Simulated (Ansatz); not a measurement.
**ZrS: relaxing cell and atoms**

The start is ZrS, a database entry, slightly rescaled. Where does it settle when we relax cell and atoms, and what is it like there?

The COD entry's cell or inner coordinates are ideal or old and differ from later refinements, so a difference from it is no clean test against experiment.

Program: Ansatz 0.2.0. Level of theory: DFT, r2SCAN, no spin polarisation, plane waves, PAW. These are calculated values, not measurements.

## Step 1: The system as given

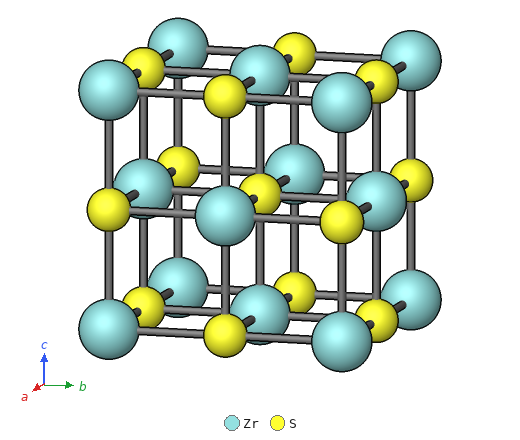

The structure slightly off an axis: zirconium light teal, sulfur yellow. The cell drawn here is the conventional one.

Symmetry: Fm-3m, No. 225, cubic system. Conventional cell: a = 5.319 Å, b = 5.319 Å, c = 5.319 Å, α = 90.00°, β = 90.00°, γ = 90.00°. Zr (site symmetry m-3m) has 6 S at 2.66 Å as nearest neighbours. S (site symmetry m-3m) has 6 Zr at 2.66 Å as nearest neighbours.

Symmetry-reduced, conventional setting; the input below types the cell that was run:

```cif
data_structure
_symmetry_space_group_name_H-M 'Fm-3m'
_symmetry_Int_Tables_number 225
_cell_length_a 5.3185
_cell_length_b 5.3185
_cell_length_c 5.3185
_cell_angle_alpha 90.000
_cell_angle_beta 90.000
_cell_angle_gamma 90.000
_cell_volume 150.44
loop_
_atom_site_label
_atom_site_type_symbol
_atom_site_symmetry_multiplicity
_atom_site_Wyckoff_symbol
_atom_site_fract_x
_atom_site_fract_y
_atom_site_fract_z
_atom_site_occupancy
Zr1 Zr 4 a 0.00000 0.00000 0.00000 1
S1 S 4 b 0.50000 0.00000 0.00000 1
```

The first density is read from a saved solution for the starting cell.

## Step 2: The walk to rest

Input file input.yaml:

```yaml
crystal:
  lattice:
    - [0.0, 2.659254, 2.659254]
    - [2.659254, 0.0, 2.659254]
    - [2.659254, 2.659254, 0.0]
  atoms:
    - { symbol: Zr, position: [0.0, 0.0, 0.0] }
    - { symbol: S, position: [0.5, 0.5, 0.5] }
  symmetry: { tolerance: 0.0003 }
kpoints:
  mp_grid: { grid: [11, 11, 11], shift: [0, 0, 0] }
magnetization:
  spin_polarized: false
scf:
  occupations: { method: fermi_dirac }
  lower_state_search: "off"
hamiltonian:
  pseudopotentials: { kind: paw }
  xc: r2scan
basis:
  ecutwfc: 500
  fft_grid_basis: typed
relax:
  max_steps: 60
  cell: { p_target: 0.0 }
  f_tol: 0.03
output:
  forces: true
  stress: true
  eigenvalues: true
  bader: true
  populations: true
  elf: true
  write_potential: true
  volumetric_format: npy
  dos:
    e_range: [-12, 8]
    de: 0.05
    projected: { site_lists: { S: [S], Zr: [Zr] } }
  write_density: true
checkpoint:
  read: saved_state
```

Launch:

```console
ansatz run input.yaml --threads 2 --pin off --max-ram 3584MiB --backend cpu --events-out ev --progress --plain --runs-dir out
```

What it wrote, shortened:

```text
Warning: RAYON_NUM_THREADS=2 ignored (pool sized by the plan → 2); use --threads N
[...]
Pseudopotentials: kind: paw
Pseudopotential: Zr, paw, valence charge 12, recommended cutoff 500 eV (meta_gga), Zr.paw.azcp
Pseudopotential: S, paw, valence charge 6, recommended cutoff 500 eV (meta_gga), S.paw.azcp
Functional definition: r2SCAN
[...]
Crystal: 2 atoms, lattice volume = 37.611 Å³
Basis set: ecut = 500 eV, 941 PW (Γ), exchange–correlation on 120×120×120 points (64 copies of the dense FFT grid, shifted against one another)
Bands: 13, of which v1, the nominal top of the filled ones, is band 9 counted from 1 (8 counted from 0)
Symmetry: 48 space group operations
Space group: Fm-3m (ITA 225), of the structure as read, at distance tolerance 1.0e-3 Å
k-points: 56 of 1331
[...]
SCF iter   1: F=-5103.948576 eV  HF=-5103.948489 eV  |F-HF|=8.69e-5  |Δ(HF+E_count)|=         —  Δρ=1.02e-3  dr2=3.32e-4  dr2_τ=7.82e-4  ethr=2.34e-6  ⟨swp⟩=2.0  Hψ=12047  notcnv=0
[...]
relax step   1: F+E_penalty+E_count = -5103.94885377 eV  Δ(F+E_penalty+E_count) = +0.000e0 eV  max|allowed force component| = 3.353e-30 eV/Å  Δτ_max = 0.0000 Å  P = -6.475 GPa  Ω = 37.611 Å³  (5 SCF iters, dr2 threshold 1.00e-7 eV, accepted)
[...]
relax step   2: F+E_penalty+E_count = -5103.96331681 eV  Δ(F+E_penalty+E_count) = -1.446e-2 eV  max|allowed force component| = 1.104e-29 eV/Å  Δτ_max = 0.0000 Å  P = +6.301 GPa  Ω = 34.254 Å³  energy of the carried Pulay correction = +1.233e-3 eV  (8 SCF iters, dr2 threshold 2.00e-7 eV, accepted)
[...]
SCF iter   6: F=-5103.989828 eV  HF=-5103.989837 eV  |F-HF|=9.55e-6  |Δ(HF+E_count)|=   3.55e-6  Δρ=2.12e-4  dr2=2.05e-5  dr2_τ=6.83e-7  ethr=1.50e-7  ⟨swp⟩=1.0  Hψ=952  notcnv=0
```

## Step 3: More of the same log

Output, continued, shortened:

```text
SCF iter   7: F=-5103.989833 eV  HF=-5103.989835 eV  |F-HF|=1.74e-6  |Δ(HF+E_count)|=   2.30e-6  Δρ=9.26e-5  dr2=3.92e-6  dr2_τ=1.36e-7  ethr=1.14e-7  ⟨swp⟩=1.4  Hψ=1073  notcnv=0
[...]
relax step   3: F+E_penalty+E_count = -5103.98983457 eV  Δ(F+E_penalty+E_count) = -2.652e-2 eV  max|allowed force component| = 1.643e-30 eV/Å  Δτ_max = 0.0000 Å  P = -0.519 GPa  Ω = 35.831 Å³  energy of the carried Pulay correction = +6.397e-4 eV  (8 SCF iters, dr2 threshold 2.00e-7 eV, accepted)
[...]
relax step   4: F+E_penalty+E_count = -5103.99009757 eV  Δ(F+E_penalty+E_count) = -2.630e-4 eV  max|allowed force component| = 2.104e-30 eV/Å  Δτ_max = 0.0000 Å  P = -0.035 GPa  Ω = 35.706 Å³  energy of the carried Pulay correction = +6.858e-4 eV  (4 SCF iters, dr2 threshold 2.00e-7 eV, accepted)
[...]
--- Relaxed structure (4 steps of the walk, 4 accepted, 1 SCFs on fresh bases) ---
  F+E_penalty+E_count = -5103.98944465 eV   max|allowed force component| = 1.290e-30 eV/Å   (the final SCF, on the basis selected at the relaxed cell)
  cell:  # Å, volume = 35.7062 Å³
    - [-1.3257919184030282e-33, 2.6135926136112007, 2.6135926136112007]
    - [2.6135926136112007, -2.075169875584743e-33, 2.6135926136112007]
    - [2.6135926136112007, 2.6135926136112007, 9.299053960034453e-34]
  atoms:
    - { symbol: Zr, position: [4.073832712925226e-35, -3.470301940640109e-35, -8.298548118922217e-35] }
    - { symbol: S, position: [0.5, 0.5, 0.5] }
--- Löwdin populations: 2 sites ---
  site symbol       q [e]
     0     Zr     11.6663
     1      S      6.1894
  spilling = 0.008017 (of n_electrons = 18.000000)
--- Bader charges: 2 sites ---
  site symbol  charge [e]  shift [e]
     0     Zr      1.6802     0.0012
     1      S     -1.6802     0.0012
  estimated error of the sums over rays = 5.9e-4 e
```

It took 20 s on 2 threads of Arm Neoverse V1, shared host; peak memory 0.48 GiB.

Relaxation path:

```tsv
step	energy from step 1 (eV/cell)	largest force component (eV/Å)	pressure (GPa)	volume (Å³)
1	0.0000	0.0000	-6.48	37.61
2	-0.0145	0.0000	6.30	34.25
3	-0.0410	0.0000	-0.52	35.83
4	-0.0412	0.0000	-0.04	35.71
5	-0.0406	0.0000	-0.04	35.71
```

Step 1 is the start. Step 5 repeats the geometry before on a plane-wave basis chosen anew for that cell, so the energy can jump there without any move; the table keeps such jumps.

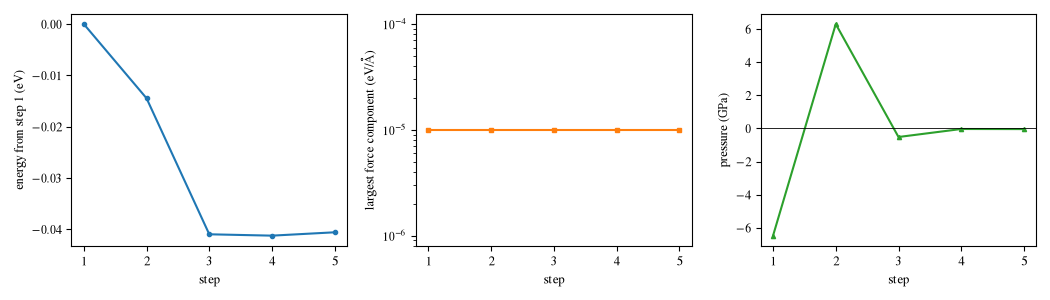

Energy, largest force and pressure along the relaxation.

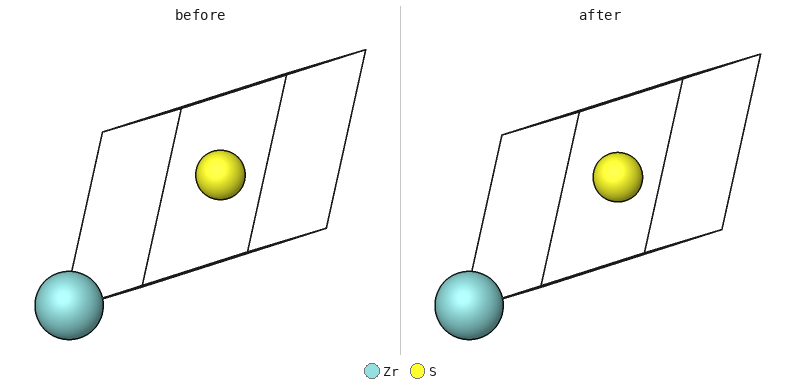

The structure before (left) and after (right), drawn at the same scale. Each atom of the cell is drawn once.

| input's cell | before | after | change |
| --- | --- | --- | --- |
| a (Å) | 3.761 | 3.696 | -1.7 % |
| b (Å) | 3.761 | 3.696 | -1.7 % |
| c (Å) | 3.761 | 3.696 | -1.7 % |
| volume (Å³/atom) | 18.81 | 17.85 | -5.1 % |

## Step 4: Total and projected density of states

Counts of states in windows (eV from the Fermi level; tetrahedra), total and projected:

```tsv
from	to	total	S p	Zr s	Zr d
-4.5	-4.0	0.05	0.04	0.00	0.00
-4.0	-3.5	0.00	0.00	0.00	0.00
-3.5	-3.0	0.03	0.00	0.00	0.03
-3.0	-2.5	0.10	0.01	0.00	0.09
-2.5	-2.0	0.17	0.02	0.00	0.14
-2.0	-1.5	0.25	0.03	0.00	0.21
-1.5	-1.0	0.37	0.04	0.00	0.31
-1.0	-0.5	0.47	0.04	0.01	0.38
-0.5	0.0	0.59	0.05	0.01	0.49
0.0	0.5	0.65	0.04	0.01	0.54
0.5	1.0	0.87	0.06	0.01	0.73
1.0	1.5	1.27	0.09	0.02	1.08
1.5	2.0	1.34	0.12	0.05	1.09
2.0	2.5	1.38	0.11	0.06	1.14
2.5	3.0	0.65	0.09	0.05	0.38
3.0	3.5	0.77	0.09	0.08	0.38
```

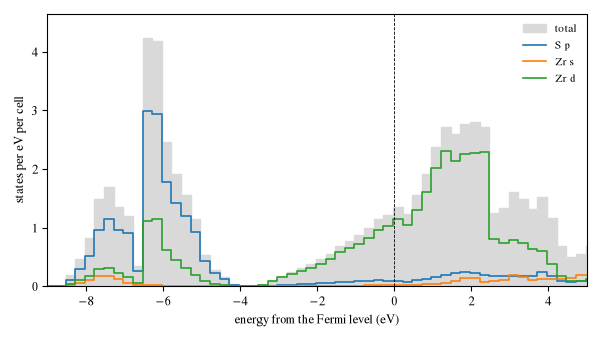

Total and projected density of states, in bins of 0.25 eV.

## Step 5: How the electrons are shared

By element, from the tables in the log (a charge is positive for electrons lost): Löwdin charges also hold the electrons that the projection spills.

```tsv
element	atoms	Bader charge (e)	Bader volume (Å³)	Löwdin charge (e)
Zr	1	+1.68	13.9	+0.33
S	1	-1.68	21.8	-0.19
```

Löwdin charges rest on a small set of atomic orbitals that misses 0.8 % of the electrons, so they need not add up to the cell's charge and can differ from Bader's even in sign.

## Step 6: Real-space fields

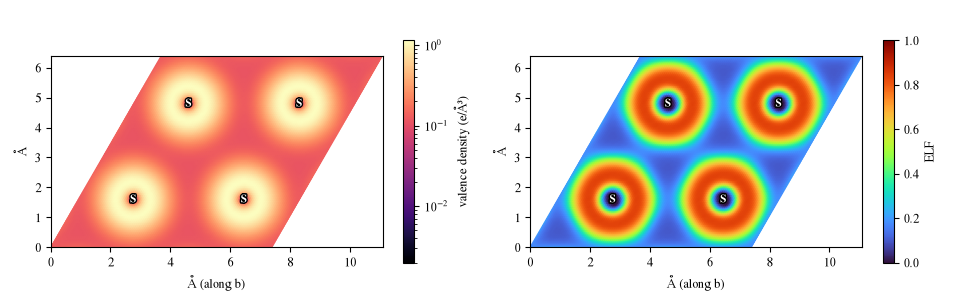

Valence density (left, log scale) and ELF (right) in the plane spanned by b and c at height 0.500 along a (axes of the input's cell); atoms within 0.2 Å are lettered, 2×2 cells. Inside the augmentation spheres the fields are the smooth ones.

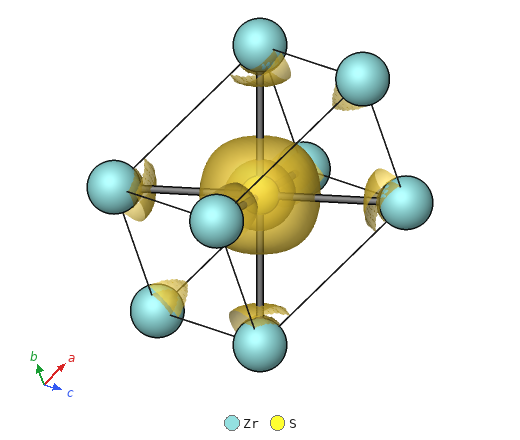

Surface of ELF = 0.76 in one cell.

## Step 7: Summary of results

| quantity | value |
| --- | --- |
| moves | 3 |
| energy gained | 20.6 meV/atom |
| largest move | 0.00 Å |
| space group (0.01 Å), before / after | Fm-3m / Fm-3m |
| cell | a = 3.696 Å, b = 3.696 Å, c = 3.696 Å, α = 60.00°, β = 60.00°, γ = 60.00° |
| volume | 17.85 Å³/atom (-5.1 %) |
| pressure at the end | -0.04 GPa |
| formation energy (elements from separate runs) | -1.56 eV/atom |
| character | metal |
| density of states, mean within 0.25 eV of the Fermi level | 1.3 per eV per cell |
| Bader charges | Zr +1.68, S -1.68 e |

**Reading.** The volume shrank by 5.1 %, and the atoms end where they began within the cell; the energy fell by 20.6 meV per atom. With 48 symmetry operations imposed, the end may be a saddle point towards distortions that break them. It is a metal; within 0.25 eV of the Fermi level the density of states averages 1.3 per eV per cell, mostly Zr d (84 %). By Bader's partition Zr gives up most (+1.68 e) and S takes most (-1.68 e). Set against separate runs on the elements (Zr hcp, alpha-S8 (Fddd)), it forms at -1.56 eV per atom, which says nothing yet of rival compounds.
